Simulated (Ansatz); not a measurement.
# AlO (oxoaluminum) at 6 levels

We compute a comparison of 6 runs (UHF/6-31G, UB3LYP/6-31G, UBHLYP/6-31G, UBLYP/3-21G, UPBE0/6-31G, UMP2/3-21G) of AlO (oxoaluminum). 

The results are computed with Ansatz 0.2.0.

48 further runs of the same task are left out: 2 that didn't finish, 46 set aside as unsound or not needed.

## (1) The structure to begin with

AlO: 2 atoms, total charge 0, spin state doublet. SMILES: `[O]=[Al]`. The Al2–O1 distance was set to 2.430 Å, away from the relaxed value.

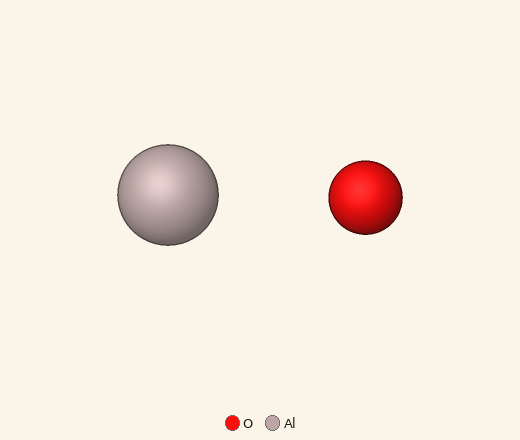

The structure, seen from a chosen angle (oxygen red, aluminium light grey).

## (2) The energy at UHF/6-31G (run 1)

in.yaml

```yaml
crystal:
  periodic: [false, false, false]
  atoms:
    - {symbol: O, position_ang: [0.000000, -0.000000, -0.834830]}
    - {symbol: Al, position_ang: [-0.000000, 0.000000, 1.594970]}
basis:
  gaussian:
    orbitals: 6-31G
magnetization:
  spin_polarized: true
  initial_magnetization: 1
hamiltonian:
  xc: hf
accuracy: high
```

Command:

```sh
$ ansatz run in.yaml --threads 1 --pin off --max-ram 3480MiB --events-out events.jsonl --progress --plain --runs-dir runs
```

The log of the run:

```text
Warning: RAYON_NUM_THREADS=1 ignored (pool sized by the plan → 1); use --threads N
Functional definition: HF
  name "HF"
  exchange = exact_x
  correlation = 0
401 factors; integrals over basis functions are off by at most 3.3e-9 eV
mean field evaluation 1: about -8605.2542 eV, gradient 3.7e1 eV
mean field evaluation 2: about -8605.2919 eV, gradient 3.7e1 eV
mean field evaluation 4: about -8614.1183 eV, gradient 1.1e1 eV
mean field evaluation 8: about -8615.9038 eV, gradient 4.9e-1 eV
mean field evaluation 16: about -8615.9255 eV, gradient 8.3e-2 eV
mean field evaluation 32: about -8615.9260 eV, gradient 8.5e-7 eV
mean field evaluation 64: about -8605.2542 eV, gradient 3.7e1 eV
mean field evaluation 96: about -8616.7852 eV, gradient 3.7e-1 eV
mean field evaluation 128: about -8616.6626 eV, gradient 8.0e-1 eV
mean field evaluation 160: about -8616.8064 eV, gradient 3.2e-1 eV
mean field evaluation 192: about -8615.7394 eV, gradient 1.6e0 eV
mean field evaluation 224: about -8615.0717 eV, gradient 4.5e-1 eV
mean field evaluation 256: about -8616.0178 eV, gradient 4.1e-1 eV
mean field evaluation 288: about -8612.9956 eV, gradient 1.1e1 eV
mean field evaluation 320: about -8614.5196 eV, gradient 9.6e-1 eV
mean field evaluation 352: about -8615.3654 eV, gradient 4.6e0 eV
mean field evaluation 384: about -8615.9234 eV, gradient 2.4e-1 eV
mean field evaluation 416: about -8607.2805 eV, gradient 1.2e1 eV
mean field evaluation 448: about -8616.8190 eV, gradient 4.0e-8 eV
mean field -8616.81903080 eV, -316.6622586921 hartree, gradient 4.0e-8 eV, S^2 0.860304; 7 other end points of the search recorded, 0 dependent functions left out
reference -8616.81903080 eV, -316.6622586921 hartree; 11, 10 occupied and 11, 12 virtual orbitals, 401 factors
Total energy: -8616.81903080 eV, -316.6622586921 hartree
```

Wall time 0.65 s (1 thread of Intel Xeon Platinum 8488C (Sapphire Rapids), shared host).

## (3) The energy at UB3LYP/6-31G (run 2)

input.yaml

```yaml
crystal:
  periodic: [false, false, false]
  atoms:
    - {symbol: O, position_ang: [0.000000, -0.000000, -0.834830]}
    - {symbol: Al, position_ang: [-0.000000, 0.000000, 1.594970]}
basis:
  gaussian: {orbitals: 6-31G}
magnetization: {spin_polarized: true, initial_magnetization: 1}
hamiltonian: {xc: {name: B3LYP}}
accuracy: high
```

Command:

```sh
$ ansatz run input.yaml --threads 1 --pin off --max-ram 3480MiB --events-out events.jsonl --progress --plain --runs-dir runs
```

The log of the run:

```text
Warning: RAYON_NUM_THREADS=1 ignored (pool sized by the plan → 1); use --threads N
Functional definition: B3LYP
  name "B3LYP"
  parameter a0 = 0.2
  parameter ax = 0.72
  parameter ac = 0.81
  exchange = (1 - a0 - ax)*slater_x + ax*b88_x + a0*exact_x
  correlation = (1 - ac)*vwn_rpa_c + ac*lyp_c
401 factors; integrals over basis functions are off by at most 3.3e-9 eV
mean field evaluation 1: about -8620.6060 eV, gradient 5.5e1 eV
mean field evaluation 2: about -8390.4647 eV, gradient 1.3e2 eV
mean field evaluation 4: about -8635.2097 eV, gradient 2.8e1 eV
mean field evaluation 8: about -8639.6599 eV, gradient 5.9e-1 eV
mean field evaluation 16: about -8639.6664 eV, gradient 1.6e-4 eV
mean field evaluation 32: about -8639.7225 eV, gradient 4.5e-1 eV
mean field evaluation 64: about -8640.3238 eV, gradient 7.8e-8 eV
mean field -8640.32382309 eV, -317.5260438768 hartree, gradient 7.8e-8 eV, S^2 0.773537; 4 other end points of the search recorded, 0 dependent functions left out
reference -8640.32384913 eV, -317.5260448338 hartree; 11, 10 occupied and 11, 12 virtual orbitals, 401 factors
Total energy: -8640.32384913 eV, -317.5260448338 hartree
```

Wall time 2.8 s (1 thread of Intel Xeon Platinum 8488C (Sapphire Rapids), shared host); peak memory 0.12 GiB.

Runs 3 to 5 aren't shown in full; the table further down has their settings and results.

## (4) The energy at UMP2/3-21G (run 6)

run.yaml

```yaml
crystal:
  periodic: [false, false, false]
  atoms:
    - {symbol: O, position_ang: [0.000000, -0.000000, -0.834830]}
    - {symbol: Al, position_ang: [-0.000000, 0.000000, 1.594970]}
basis:
  gaussian: {orbitals: 3-21G.json}
magnetization: {spin_polarized: true, initial_magnetization: 1}
correlation: {method: mp2, frozen_orbitals: {Al: 5, O: 1}}
accuracy: high
```

The basis set 3-21G is read from a file made from the Basis Set Exchange's data (not shown).

Command:

```sh
$ ansatz run run.yaml --threads 1 --pin off --max-ram 3480MiB --events-out events.jsonl --progress --plain --runs-dir runs
```

The log of the run (excerpt; [...] marks lines left out):

```text
Warning: RAYON_NUM_THREADS=1 ignored (pool sized by the plan → 1); use --threads N
Functional definition: HF
  name "HF"
[...]
398 factors; integrals over basis functions are off by at most 5.3e-9 eV
[...]
mean field -8570.53943140 eV, -314.9615147838 hartree, gradient 1.8e-8 eV, S^2 1.044202; 24 other end points of the search recorded, 0 dependent functions left out
6 core orbitals not correlated: weight in the atoms' cores, before any rotation towards them, 1.000 or more for the frozen orbitals, at most 0.000 for the correlated occupied ones
reference -8570.53943140 eV, -314.9615147838 hartree; 5, 4 occupied and 11, 12 virtual orbitals, 398 factors
second order -2.82369575 eV of doubles, -0.00000000 eV of singles
Total energy: -8573.36312715 eV, -315.0652836886 hartree
```

Run time: 0.95 s. Hardware: 1 thread of Intel Xeon Platinum 8488C (Sapphire Rapids), shared host.

## (5) The series

| run | level | frozen core orbitals | energy (Eh) | ⟨S²⟩ | wall time |
| --- | --- | --- | --- | --- | --- |
| 1 | UHF/6-31G | – | -316.662259 | 0.860 | 0.65 s |
| 2 | UB3LYP/6-31G | – | -317.526045 | 0.774 | 2.8 s |
| 3 | UBHLYP/6-31G | – | -317.471722 | 0.776 | 3.3 s |
| 4 | UBLYP/3-21G | – | -315.781152 | 0.786 | 3.6 s |
| 5 | UPBE0/6-31G | – | -317.306514 | 0.776 | 3 s |
| 6 | UMP2/3-21G | 6 | -315.065284 | 1.044 | 0.95 s |

## (6) What came out

```
                                          quantity          value
                               run 6: total energy  -315.06528 Eh
run 6: correlation energy (6 core orbitals frozen)     -103.8 mEh
          run 6: ⟨S²⟩ of the reference determinant          1.044
```

Totals of different functionals can't be ranked against each other. Spin contamination of the reference: run 6 ⟨S²⟩ = 1.04, run 1 ⟨S²⟩ = 0.86. All runs together took 14 s, the longest 3.6 s.
